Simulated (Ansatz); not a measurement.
# Calculations on C₂H₁₁NOSi₂

**1. Relaxation**

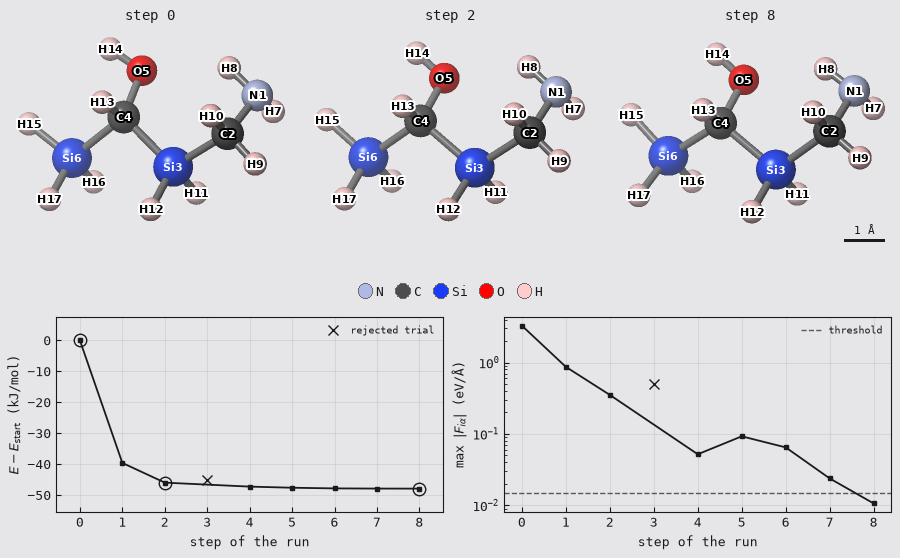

Frames of a relaxation of C₂H₁₁NOSi₂, marked on the history of the run. Style: ball-and-stick. Shown at a tilt.

The run prepares an end point of a later path (inversion) calculation, from a guessed geometry.

Theory: Ansatz, RKS PBE0-D4/6-31G*.

Input
```yaml
crystal:
  periodic: [false, false, false]
  atoms:
    - { symbol: "N", position_ang: [2.0691, -0.7909, -1.6181] }
    - { symbol: C, position_ang: [2.1531, -0.2815, -0.2475] }
    - { symbol: Si, position_ang: [0.5269, -0.4364, 0.7214] }
    - { symbol: C, position_ang: [-0.7018, 0.6855, -0.053] }
    - { symbol: O, position_ang: [-0.9693, 0.4822, -1.4881] }
    - { symbol: Si, position_ang: [-2.2667, 0.3946, 1.0691] }
    - { symbol: H, position_ang: [1.8015, -1.7344, -1.6399] }
    - { symbol: H, position_ang: [1.2715, -0.2481, -2.0856] }
    - { symbol: H, position_ang: [2.9521, -0.8369, 0.2865] }
    - { symbol: H, position_ang: [2.4767, 0.7703, -0.2337] }
    - { symbol: H, position_ang: [0.1227, -1.8652, 0.7472] }
    - { symbol: H, position_ang: [0.8326, -0.0177, 2.1595] }
    - { symbol: H, position_ang: [-0.4965, 1.7389, 0.0625] }
    - { symbol: H, position_ang: [-1.7047, 1.1093, -1.737] }
    - { symbol: H, position_ang: [-3.3837, 1.211, 0.5771] }
    - { symbol: H, position_ang: [-2.7232, -0.9985, 1.0482] }
    - { symbol: H, position_ang: [-1.9795, 0.8172, 2.4716] }
basis:
  gaussian: { orbitals: "6-31G*" }
hamiltonian:
  xc: pbe0
  dispersion: d4
relax:
  f_tol: 0.015
  max_steps: 40
output:
  orbitals: {}
```

Run as
```bash
ansatz run input.yaml --threads 2 --pin off --max-ram 3072MiB --backend cpu --events-out ev --progress --plain --runs-dir out
```

Q: What happens along the run?

A: Over 7 accepted moves (8 points after the start) the energy falls by 47.9 kJ/mol. Largest force component: 3.3 eV/Å at the start, 0.011 eV/Å at the end. The line search rejected the trial step at point 3 of the run. H17 moves most after the best rigid fit: 0.33 Å. By element the largest moves are H 0.33 Å, O 0.25 Å, C 0.18 Å, N 0.15 Å, Si 0.15 Å. Among the contacts that change: Si3–C4 1.835 → 1.904 Å, N1–H8 1.072 → 1.018 Å, C4–Si6 1.947 → 1.897 Å, N1–H7 0.981 → 1.017 Å. Among the angles between lasting bonds that change: Si3–C4–Si6 101.7° → 112.8°, Si3–C4–O5 116.6° → 107.1°, Si3–C4–H13 115.1° → 106.3°. The run took 40 s on 2 threads of Intel(R) Xeon(R) Platinum 8375C CPU @ 2.90GHz (Ice Lake) (shared host), peak memory 0.34 GiB. From step 0 to 2: O5 moves most (0.20 Å), energy −45.9 kJ/mol. From step 2 to 8: H17 moves most (0.19 Å), energy −1.94 kJ/mol.

| step | E − E(0), kJ/mol | largest force component, eV/Å | note |
| --- | --- | --- | --- |
| 0 | 0.00 | 3.2852 |  |
| 1 | -39.58 | 0.8693 |  |
| 2 | -45.94 | 0.3522 |  |
| 3 | -45.17 | 0.5048 | rejected |
| 4 | -47.23 | 0.0519 |  |
| 5 | -47.59 | 0.0926 |  |
| 6 | -47.80 | 0.0648 |  |
| 7 | -47.86 | 0.0238 |  |
| 8 | -47.88 | 0.0106 |  |

**2. Relaxation**

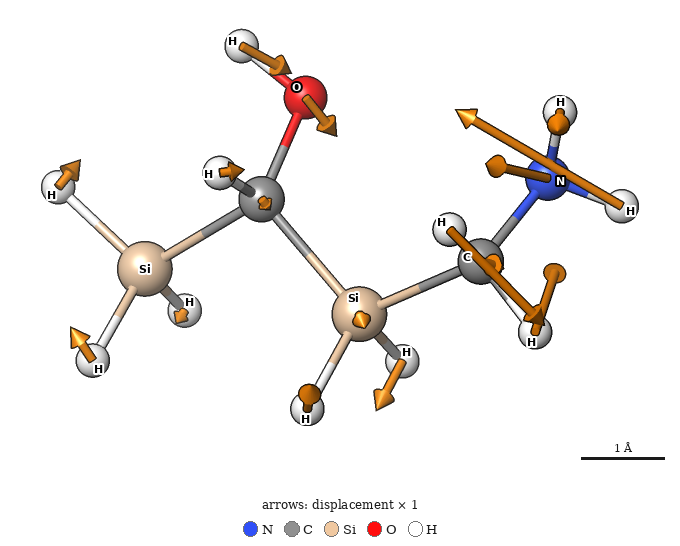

A relaxation of C₂H₁₁NOSi₂. The starting structure is drawn; orange arrows show the displacements, at their true length. The two geometries are superimposed by the best rigid fit.

The picture is a ball-and-stick view, seen at a tilt.

The run prepares an end point of a later path (inversion) calculation, from a guessed geometry.

These are results of RKS PBE0-D4/6-31G* in Ansatz 0.2.0, not measurements. (no spin polarisation; force threshold 0.015 eV/Å; at most 40 steps)

Which element moves most?

Hydrogen: up to 2.40 Å, against 1.28 Å for nitrogen.

What did the optimiser do to the structure, and how much energy did it gain?

The energy falls by 0.790 eV in 33 accepted moves (35 points after the start). Largest force component: 3.3 eV/Å at the start, 0.0065 eV/Å at the end. The line search rejected the trial steps at points 7, 28 of the run. An H atom moves most after the best rigid fit: 2.40 Å. Largest moves by element: H 2.40 Å, N 1.28 Å, O 0.68 Å, C 0.47 Å, Si 0.28 Å. Among the contacts that change: C–Si 1.835 → 1.903 Å, H–N 1.072 → 1.017 Å, C–Si 1.947 → 1.895 Å, H–Si 1.529 → 1.492 Å. Among the angles between lasting bonds that change: Si–C–Si 101.7° → 113.2°, Si–C–O 116.6° → 106.5°, Si–C–H 115.1° → 105.6°. Groups turn about C–Si by about 100°, C–N by about 45°.

**3. Path**

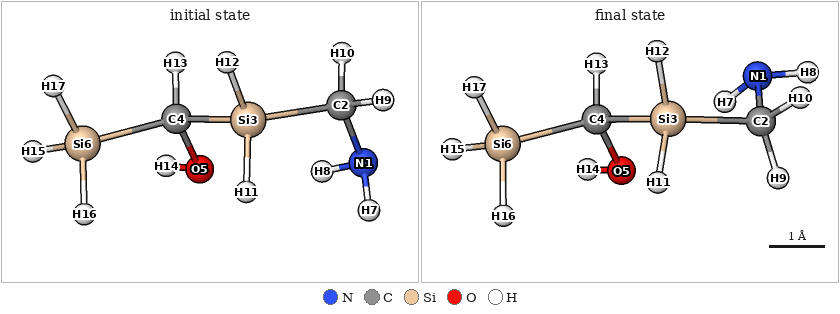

The two relaxed end points of a path for C2H11NOSi2. Style: ball-and-stick. Shown from a free direction.

These are results of RKS PBE0-D4/6-31G* in Ansatz, not measurements.

Run with 5 movable images; climbing image; force threshold 0.05 eV/Å; iteration limit 51.

Start:
```xyz
17

N     1.9756   -0.7152   -1.7051
C     2.1883   -0.2784   -0.3185
Si    0.6550   -0.4477    0.7893
C    -0.7274    0.6793    0.1228
O    -0.8771    0.3828   -1.2787
Si   -2.3734    0.4420    1.0361
H     1.7823   -1.7137   -1.7155
H     1.1305   -0.2717   -2.0601
H     3.0326   -0.8380    0.1031
H     2.5147    0.7703   -0.3307
H     0.1773   -1.8618    0.7725
H     0.8855   -0.0393    2.2111
H    -0.3787    1.7173    0.2678
H    -1.5162    1.0069   -1.6504
H    -3.4290    1.2203    0.3177
H    -2.7729   -0.9910    1.0388
H    -2.2863    0.9374    2.4400
```

End:
```xyz
17

N     2.0256    0.3934   -1.3246
C     2.0005   -0.7377   -0.3962
Si    0.6673   -0.3858    0.9010
C    -0.7966    0.4592    0.0275
O    -0.9757   -0.2283   -1.2275
Si   -2.3901    0.4350    1.0518
H     1.1606    0.3765   -1.8597
H     2.7853    0.2829   -1.9916
H     1.8276   -1.7226   -0.8627
H     2.9676   -0.8006    0.1184
H     0.2211   -1.6467    1.5665
H     1.1501    0.5499    1.9576
H    -0.4790    1.5016   -0.1427
H    -1.6795    0.2226   -1.7151
H    -3.5004    1.0088    0.2299
H    -2.7626   -0.9591    1.4155
H    -2.2411    1.2505    2.2918
```

### Predict the minimum-energy path and its barrier.

Forward barrier 13.7 kJ/mol, backward barrier 15.6 kJ/mol, with image 2 at the top; the reaction energy is −1.9 kJ/mol. The motion is an umbrella inversion at N1. No bond forms or breaks between the ends. Among the angles between lasting bonds that change up to the highest image: C2–Si3–H12 113.9° → 111.1°, C4–Si3–H12 106.4° → 108.7°. The band is converged. At the top, the vibrational analysis gives one imaginary mode (235i cm⁻¹), as a transition state must have.

Energies of the converged images:

```csv
image,path (Å),E (kJ/mol)
0,0.00,0.0
1,1.39,4.0
2,2.77,13.7
3,3.65,6.7
4,4.53,3.1
5,5.41,-0.3
6,6.29,-1.9
```

The geometry at the top of the path:

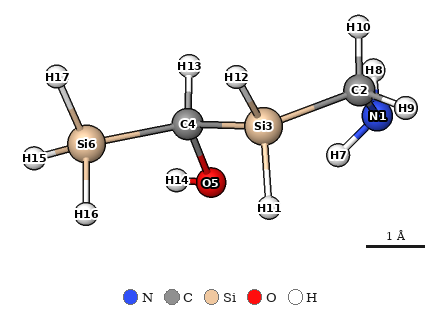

Cost: 7.3 min on 2 threads of Intel(R) Xeon(R) Platinum 8375C CPU @ 2.90GHz (Ice Lake), on a shared host, peak memory 0.37 GiB.
